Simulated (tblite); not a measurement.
## Geometry relaxation of C8H11FO

The run: geometry relaxation of C8H11FO. Method and program: GFN2-xTB geometry optimisation, gas phase (tblite 0.8.0).

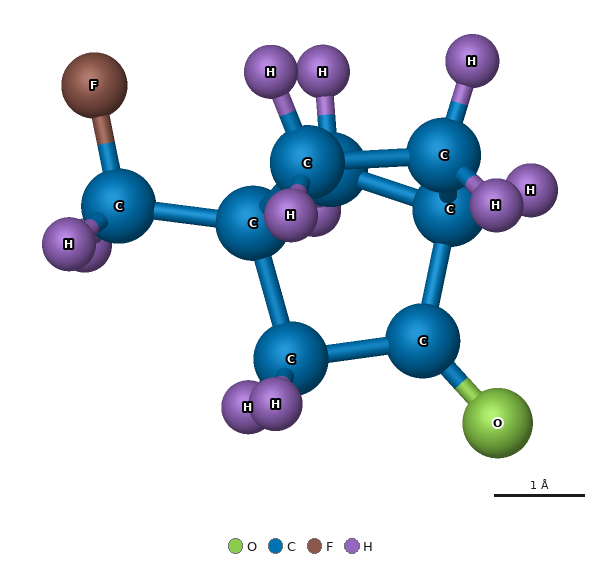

The starting structure (ball-and-stick view, seen at a tilt). Bond lengths as drawn: C–C 1.50 to 1.57 Å, C–F 1.37 Å, C–H 1.08 to 1.11 Å and C–O 1.24 Å.

Summary

- outcome: converged
- total energy: −858.7203 eV
- hardware: 1 CPU thread, shared host
- peak memory: 1.3 GiB

Input file
```
{"job": {"xc": "GFN2-xTB", "basis": "xTB", "kind": "relax"}, "charge": 0, "multiplicity": 1}
O      2.616000    -0.823600     1.354600
C      1.601700    -0.535600     0.705900
C      0.310800    -1.306500     0.764500
C     -0.539900    -0.372400    -0.162900
C     -1.791100    -1.045500    -0.678200
F     -2.425800    -0.193800    -1.540600
C     -0.793900     0.972500     0.560200
C      0.594100     1.660000     0.546200
C      1.462900     0.643900    -0.211900
C      0.476700     0.042600    -1.217300
H      0.443100    -2.299300     0.328500
H     -0.093400    -1.362000     1.781100
H     -1.564200    -1.957100    -1.229900
H     -2.483000    -1.290400     0.118300
H     -1.524800     1.593300     0.023100
H     -1.166500     0.834500     1.598200
H      0.529100     2.609800     0.005300
H      0.950600     1.846200     1.555900
H      2.400500     1.017900    -0.609100
H      0.094100     0.783500    -1.923800
H      0.894200    -0.800800    -1.768600
```

The first line tells a small driver script what to run in tblite; the rest is the geometry in Å.

Launched with:
```bash
OMP_NUM_THREADS=1 python <driver script> task.json out
```

Log
```
step      E/eV     max force
  0    -858.53981    3.739
  1    -858.56553    4.605
  2    -858.67348    0.574
  3    -858.68654    0.347
  4    -858.70678    0.163
  5    -858.70967    0.139
  6    -858.71403    0.112
  7    -858.71564    0.109
  8    -858.71709    0.069
  9    -858.71753    0.038
 10    -858.71753    0.038
 11    -858.71770    0.033
 12    -858.71820    0.051
 13    -858.71833    0.055
 14    -858.71864    0.041
 15    -858.71889    0.048
 16    -858.71909    0.035
 17    -858.71929    0.036
 18    -858.71949    0.037
 19    -858.71965    0.025
 20    -858.71978    0.020
 21    -858.71987    0.019
 22    -858.71993    0.016
 23    -858.71998    0.014
 24    -858.72002    0.013
 25    -858.72006    0.014
 26    -858.72009    0.012
 27    -858.72012    0.013
 28    -858.72014    0.013
 29    -858.72017    0.011
 30    -858.72019    0.011
 31    -858.72021    0.011
 32    -858.72023    0.012
 33    -858.72025    0.012
 34    -858.72027    0.009
 35    -858.72029    0.010
 36    -858.72031    0.011
 37    -858.72032    0.006
 38    -858.72033    0.004
 39    -858.72033    0.004
 40    -858.72034    0.005
 41    -858.72034    0.003
```

Trajectory as extended XYZ (Å, eV, eV/Å), 5 of the 12 frames kept, from step=0 to step=41
```
21
Properties=species:S:1:pos:R:3:forces:R:3 step=0 energy=-858.53981
O     2.6160   -0.8236    1.3546   -1.8840   0.5590  -1.2760
C     1.6017   -0.5356    0.7059    2.9500  -0.7660   2.1650
C     0.3108   -1.3065    0.7645   -0.6670   1.2550  -0.7310
C    -0.5399   -0.3724   -0.1629   -0.1720  -0.3740   0.5470
C    -1.7911   -1.0455   -0.6782    0.1300   0.1000  -0.1480
F    -2.4258   -0.1938   -1.5406   -0.3050   0.0100  -0.1810
C    -0.7939    0.9725    0.5602   -0.0870  -0.0240   0.5550
C     0.5941    1.6600    0.5462   -0.4280  -0.0650  -0.1280
C     1.4629    0.6439   -0.2119   -0.2810  -0.3070  -0.2960
C     0.4767    0.0426   -1.2173    0.1390   0.2840  -0.3080
H     0.4431   -2.2993    0.3285   -0.0850   0.0970   0.1840
H    -0.0934   -1.3620    1.7811    0.2090  -0.1830  -0.2340
H    -1.5642   -1.9571   -1.2299    0.1000  -0.1160  -0.1970
H    -2.4830   -1.2904    0.1183   -0.2920   0.0530   0.3060
H    -1.5248    1.5933    0.0231    0.1360  -0.3780   0.0780
H    -1.1665    0.8345    1.5982    0.1610  -0.0220  -0.6220
H     0.5291    2.6098    0.0053    0.2040  -0.1600   0.0930
H     0.9506    1.8462    1.5559    0.1600   0.0450  -0.0230
H     2.4005    1.0179   -0.6091    0.0590   0.0800   0.1140
H     0.0941    0.7835   -1.9238   -0.0330  -0.1230   0.0930
H     0.8942   -0.8008   -1.7686   -0.0130   0.0350   0.0080
21
Properties=species:S:1:pos:R:3:forces:R:3 step=11 energy=-858.71770
O     2.6254   -0.8256    1.3708   -0.0140   0.0240   0.0160
C     1.6470   -0.5322    0.7426   -0.0210   0.0050   0.0090
C     0.3053   -1.2516    0.7546   -0.0140   0.0010  -0.0200
C    -0.5481   -0.3678   -0.1602   -0.0130   0.0030  -0.0160
C    -1.8038   -1.0428   -0.6832   -0.0090  -0.0060  -0.0040
F    -2.4706   -0.2141   -1.5535   -0.0010   0.0060   0.0050
C    -0.7959    0.9646    0.5680    0.0120  -0.0030  -0.0040
C     0.5886    1.6408    0.5472    0.0030  -0.0050  -0.0060
C     1.4703    0.6288   -0.2148   -0.0050  -0.0080   0.0020
C     0.4809    0.0467   -1.2216   -0.0060  -0.0040  -0.0030
H     0.4333   -2.2528    0.3377    0.0160  -0.0080   0.0100
H    -0.0824   -1.3624    1.7675    0.0110   0.0270  -0.0150
H    -1.5612   -1.9515   -1.2442   -0.0060  -0.0170   0.0110
H    -2.5053   -1.2757    0.1249    0.0130  -0.0070   0.0160
H    -1.5329    1.5522    0.0201    0.0160   0.0070   0.0240
H    -1.1676    0.8099    1.5808    0.0000  -0.0120  -0.0170
H     0.5584    2.5848    0.0038    0.0130  -0.0030  -0.0010
H     0.9754    1.8397    1.5464   -0.0030  -0.0260  -0.0050
H     2.4020    1.0414   -0.5936   -0.0070   0.0050   0.0070
H     0.0875    0.7843   -1.9181    0.0210   0.0160   0.0090
H     0.8848   -0.8000   -1.7754   -0.0070   0.0040  -0.0150
21
Properties=species:S:1:pos:R:3:forces:R:3 step=22 energy=-858.71993
O     2.6121   -0.8053    1.3967   -0.0070   0.0040   0.0060
C     1.6437   -0.5280    0.7458   -0.0080   0.0050  -0.0130
C     0.3039   -1.2488    0.7485    0.0050  -0.0060   0.0040
C    -0.5479   -0.3676   -0.1711    0.0060  -0.0070   0.0010
C    -1.8066   -1.0466   -0.6825    0.0030   0.0040   0.0010
F    -2.4827   -0.2219   -1.5490   -0.0030   0.0010   0.0010
C    -0.7931    0.9615    0.5638   -0.0010  -0.0050  -0.0010
C     0.5928    1.6337    0.5468   -0.0070   0.0080   0.0030
C     1.4732    0.6247   -0.2204   -0.0090   0.0080  -0.0020
C     0.4821    0.0501   -1.2301    0.0000  -0.0040  -0.0030
H     0.4368   -2.2539    0.3435    0.0010  -0.0020  -0.0140
H    -0.0871   -1.3484    1.7607   -0.0090  -0.0030   0.0050
H    -1.5710   -1.9598   -1.2399    0.0040   0.0040   0.0070
H    -2.4977   -1.2757    0.1360    0.0070  -0.0020   0.0010
H    -1.5301    1.5574    0.0260    0.0070   0.0000  -0.0080
H    -1.1642    0.7964    1.5749    0.0020   0.0060   0.0020
H     0.5671    2.5811    0.0099    0.0040   0.0100   0.0010
H     0.9789    1.8217    1.5480    0.0060  -0.0030   0.0040
H     2.4046    1.0413   -0.5950   -0.0020  -0.0100  -0.0020
H     0.0959    0.7978   -1.9200   -0.0050   0.0000   0.0080
H     0.8803   -0.7929   -1.7931    0.0090  -0.0040  -0.0010
21
Properties=species:S:1:pos:R:3:forces:R:3 step=29 energy=-858.72017
O     2.6076   -0.7991    1.4026   -0.0010  -0.0030   0.0070
C     1.6413   -0.5266    0.7467    0.0030   0.0050  -0.0050
C     0.3029   -1.2500    0.7472    0.0100   0.0020   0.0020
C    -0.5474   -0.3679   -0.1720    0.0030  -0.0060   0.0000
C    -1.8063   -1.0467   -0.6813   -0.0030  -0.0020   0.0000
F    -2.4855   -0.2237   -1.5467   -0.0020   0.0030   0.0000
C    -0.7919    0.9616    0.5629    0.0000  -0.0030  -0.0050
C     0.5938    1.6343    0.5470    0.0010  -0.0010   0.0000
C     1.4725    0.6248   -0.2219    0.0000   0.0010  -0.0010
C     0.4819    0.0500   -1.2314    0.0000   0.0040   0.0020
H     0.4373   -2.2540    0.3394    0.0010   0.0040  -0.0020
H    -0.0906   -1.3505    1.7587    0.0000  -0.0100  -0.0030
H    -1.5704   -1.9600   -1.2380    0.0010  -0.0010   0.0000
H    -2.4945   -1.2762    0.1392   -0.0040  -0.0040   0.0040
H    -1.5276    1.5565    0.0224    0.0000   0.0060   0.0020
H    -1.1634    0.7973    1.5740   -0.0040   0.0080  -0.0050
H     0.5690    2.5841    0.0139    0.0030  -0.0020  -0.0010
H     0.9813    1.8181    1.5486    0.0010  -0.0010   0.0020
H     2.4050    1.0379   -0.5973   -0.0020   0.0000   0.0030
H     0.0931    0.7984   -1.9189    0.0020  -0.0030  -0.0040
H     0.8830   -0.7914   -1.7955   -0.0090   0.0030   0.0050
21
Properties=species:S:1:pos:R:3:forces:R:3 step=41 energy=-858.72034
O     2.6039   -0.7930    1.4109    0.0010   0.0000   0.0010
C     1.6406   -0.5248    0.7486    0.0010  -0.0010   0.0020
C     0.3039   -1.2506    0.7455   -0.0010   0.0000  -0.0010
C    -0.5479   -0.3674   -0.1716   -0.0010   0.0010   0.0000
C    -1.8071   -1.0475   -0.6791    0.0000   0.0000   0.0000
F    -2.4894   -0.2248   -1.5422    0.0000   0.0000   0.0020
C    -0.7917    0.9636    0.5610    0.0000  -0.0010  -0.0010
C     0.5953    1.6338    0.5473   -0.0020   0.0010   0.0010
C     1.4727    0.6241   -0.2227    0.0000   0.0020   0.0010
C     0.4811    0.0498   -1.2316   -0.0010  -0.0010   0.0000
H     0.4420   -2.2513    0.3308    0.0000   0.0000   0.0000
H    -0.0907   -1.3602    1.7555    0.0010   0.0000   0.0000
H    -1.5705   -1.9600   -1.2370   -0.0010   0.0010  -0.0010
H    -2.4933   -1.2796    0.1426    0.0010   0.0000   0.0000
H    -1.5243    1.5598    0.0174    0.0000  -0.0020   0.0010
H    -1.1669    0.8031    1.5713    0.0010   0.0000  -0.0030
H     0.5733    2.5847    0.0163   -0.0010   0.0000  -0.0010
H     0.9823    1.8147    1.5497    0.0000   0.0000   0.0000
H     2.4051    1.0372   -0.5981    0.0020   0.0000  -0.0010
H     0.0928    0.7977   -1.9197    0.0010   0.0020  -0.0010
H     0.8800   -0.7925   -1.7954    0.0010  -0.0020   0.0010
```
